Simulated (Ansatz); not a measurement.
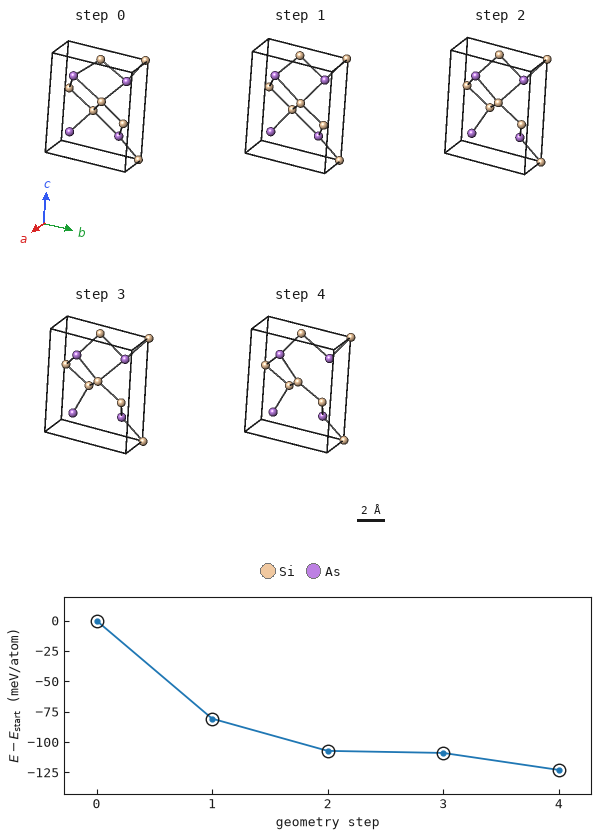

Frames of a relaxation of a crystal of Si3As2 (a generated structure, set up in P1) (coarse preliminary run), marked on the history of the run. The picture is a ball-and-stick view of the cell of the calculation, seen slightly off an axis.

All numbers below come from Ansatz, DFT PBE, scalar-relativistic, plane waves, PAW. Set-up: plane-wave cutoff 420 eV; k-point mesh 6 × 4 × 6; occupations gaussian; smearing width 0.2 eV; no spin polarisation; cell and atoms relaxed; force threshold 0.025 eV/Å; at most 60 steps.

What happens along the run?

The run was cut off at its time limit before the relaxation converged, so the last structure is only a point on the way. The energy falls by 123 meV per atom in 4 geometry steps. The largest force component goes from 1.8 to 0.24 eV/Å. The pressure goes from 4.71 to −0.20 GPa. An As atom moves most relative to the cell: 0.54 Å along +b. Largest moves by element: As 0.54 Å, Si 0.45 Å. Cell: a 3.622 → 3.642 Å (+0.6 %), b 6.525 → 6.724 Å (+3.1 %), c 7.594 → 7.860 Å (+3.5 %), α 98.3° → 99.0°, β 102.2° → 103.3°, γ 89.4° → 90.6°. Volume +6.5 %. Some distances before and after: As–Si 2.759 → 3.452 Å, As–Si 2.934 → 3.458 Å, As–As 3.319 → 3.814 Å, As–Si 2.599 → 3.065 Å. Among the angles between lasting bonds that change: Si–Si–As 178.6° → 155.3°, Si–Si–As 178.7° → 155.7°, As–Si–As 108.2° → 90.1°. The space group stays P1 (No. 1). From step 0 to 1: a Si atom moves most (0.20 Å), volume +3.4 %, energy −80.7 meV per atom. From step 1 to 2: a Si atom moves most (0.20 Å), energy −26.5 meV per atom. From step 2 to 3: Si atoms move most (0.13 Å), volume +0.4 %, energy −1.7 meV per atom. From step 3 to 4: an As atom moves most (0.21 Å), volume +2.7 %, energy −14.0 meV per atom.

| step | E − E(0), meV/atom | largest force component, eV/Å | pressure, GPa | volume, Å³/atom |
| --- | --- | --- | --- | --- |
| 0 | 0.00 | 1.7726 | 4.71 | 17.351 |
| 1 | -80.67 | 0.6941 | 0.27 | 17.934 |
| 2 | -107.21 | 0.1741 | 0.13 | 17.930 |
| 3 | -108.92 | 0.3820 | 0.53 | 17.998 |
| 4 | -122.91 | 0.2432 | -0.20 | 18.483 |
